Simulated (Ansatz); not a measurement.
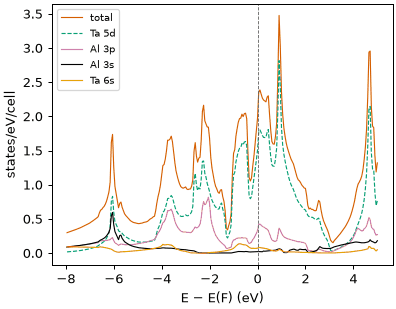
Fig. 1. Total and projected density of states of TaAl (CsCl type, Pm-3m), plane-wave PAW PBEsol (Ansatz code)

**Question.** Which orbitals carry the states next to the Fermi level?

**Answer.** Within 0.5 eV of the Fermi level: Ta 5d 77 %, Al 3p 15 %. Projections are on Löwdin-orthogonalised atomic valence shells; empty p or d shells of many metals are not among them.

**Question.** Where is the tallest occupied peak in this window, and what makes it?

**Answer.** Near -2.2 eV, about 2.2 states/eV per cell; the largest projected share is Ta 5d.

The start of the workflow was typed in or built on a structure type; neither database checked (COD, Materials Project) lists it. Its standing as an ambient phase is unchecked. The cell was relaxed with PBEsol under the symmetry of its start. At this level the phase is mechanically unstable. No spin polarisation was allowed. Spin–orbit coupling is left out wherever it is not named.

Potentials: the earlier of the program's two PAW sets. The files were generated under PBE; for other functionals the program regenerates the frozen cores, and for LDA and PBEsol the local potential too.
